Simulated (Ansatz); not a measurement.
Geometry optimisation.

Program: Ansatz.

```
crystal:
  lattice:
    - [0.0, 3.3978336137, 3.3978336137]
    - [3.3978336137, 0.0, 3.3978336137]
    - [3.3978336137, 3.3978336137, 0.0]
  atoms:
    - { symbol: Sn, position: [0.0, 0.0, 0.0] }
    - { symbol: Ge, position: [0.75, 0.75, 0.75] }
    - { symbol: Ge, position: [0.25, 0.25, 0.25] }
basis:
  ecutwfc: 420
kpoints:
  mp_grid: { grid: [12, 12, 12] }
hamiltonian:
  xc: pbe
scf:
  occupations: { method: fermi_dirac, width: 0.15 }
output:
  forces: true
  stress: true
  eigenvalues: true
relax:
  adjacent_minimum: "off"
  f_tol: 0.001
  max_steps: 60
  cell: { stress_tol: 0.02, p_target: 5.0 }
```

> How does the optimisation go?

The optimisation met its thresholds at geometry 4, counting the start as the first. The energy of the last step lies about 31 meV/atom above the first, with a rise at steps 2 and 4. The target is 5 GPa, so the enthalpy and not the energy is minimised. All forces vanish by symmetry, so only the cell moves. The volume shrinks from 26.2 to 24.0 Å³ per atom (−8 %), overshooting to 22.9 at step 2, as the pressure goes from −0.00014 GPa to about 5 GPa.

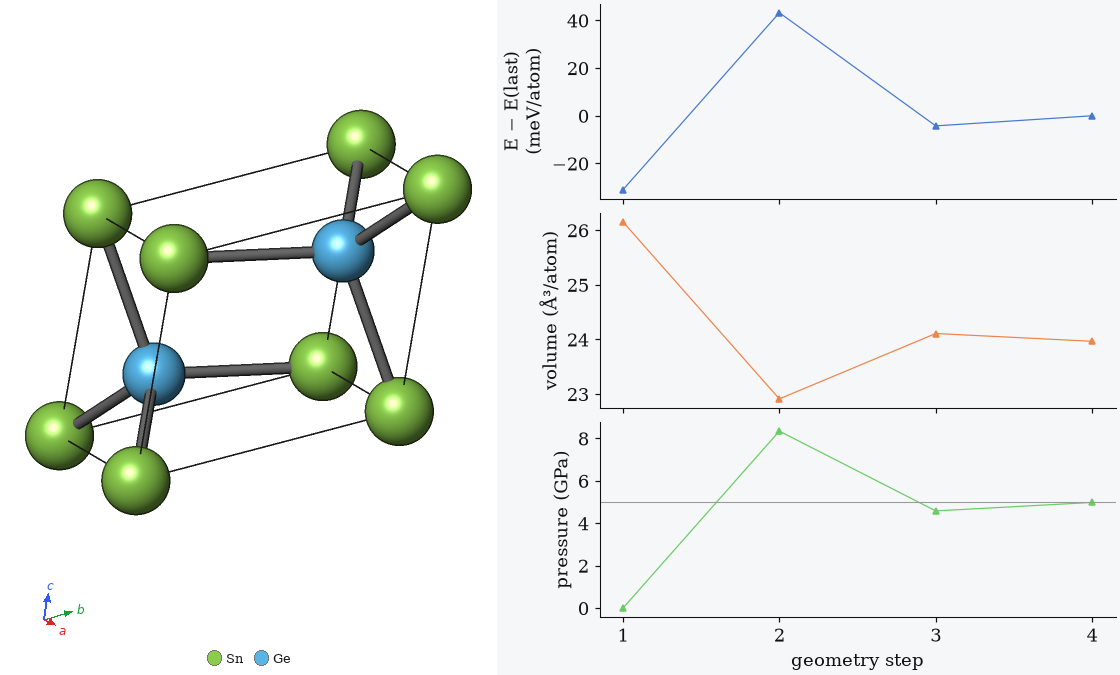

Beside the plot: the structure at the start.

History of the run, step by step. Atoms and cell relax. A closing SCF on a freshly chosen basis isn't drawn.
